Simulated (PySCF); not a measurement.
SMILES [SiH2](C=O)C(=O)C, singlet at its GFN2-xTB optimised geometry (Å):

```
12

C     -0.4351    -1.5956     0.0437
C      0.3887    -0.3428     0.0000
O      1.5976    -0.3428     0.0000
Si    -0.5963     1.3174     0.0000
C     -1.5488     1.2828     1.6737
O     -2.1670     0.3206     2.0547
H     -1.1363    -1.5284     0.8746
H     -1.0184    -1.6691    -0.8722
H      0.1943    -2.4762     0.1502
H      0.2867     2.4762    -0.0351
H     -1.5976     1.2865    -1.0651
H     -1.5139     2.1883     2.3151
```

Level of theory: PySCF 2.14.0 with CAM-B3LYP/def2-TZVP. Cells within 0.4 Å of a nucleus heavier than hydrogen are left out (blank, or x).

Map of the electron localisation function on the plane z = 0.0 Å:

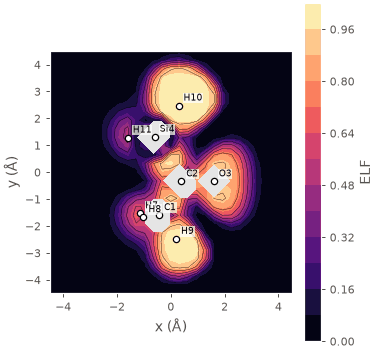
Fig. 1. Electron localisation function on the plane z = 0.0 Å.
